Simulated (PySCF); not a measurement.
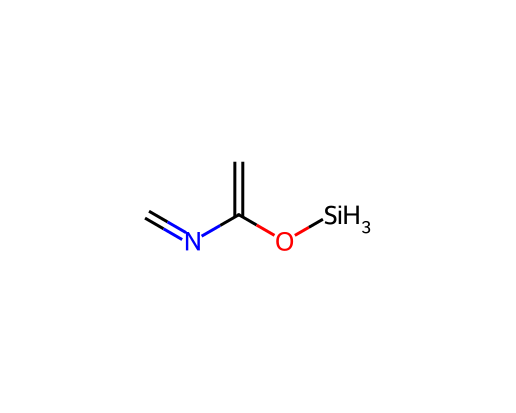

The computed structure is the end point of a PBE0-D3(BJ)/def2-SVP optimisation. No frequency run is at hand to confirm it as a minimum. Program: PySCF 2.14.0.

Compare HOMO energy (eV), HOMO–LUMO gap (eV) at these levels: B97-2/pcSseg-1; BHandHLYP/pcSseg-1; CAM-B3LYP/pcSseg-1; LC-wPBE/pcSseg-1; PBE0/6-31G; PBE0/STO-3G; PBE0/pcSseg-1; WP04/pcSseg-1; mPW1PW91/pcSseg-1; ωB97X-D/pcSseg-1.

| level | HOMO energy (eV) | HOMO–LUMO gap (eV) |
| --- | --- | --- |
| B97-2/pcSseg-1 | −6.41 | 4.83 |
| BHandHLYP/pcSseg-1 | −7.61 | 7.24 |
| CAM-B3LYP/pcSseg-1 | −7.94 | 7.58 |
| LC-wPBE/pcSseg-1 | −9.27 | 10.05 |
| PBE0/6-31G | −6.41 | 5.11 |
| PBE0/STO-3G | −3.71 | 5.45 |
| PBE0/pcSseg-1 | −6.66 | 5.12 |
| WP04/pcSseg-1 | −7.77 | 4.13 |
| mPW1PW91/pcSseg-1 | −6.69 | 5.14 |
| ωB97X-D/pcSseg-1 | −8.47 | 8.77 |
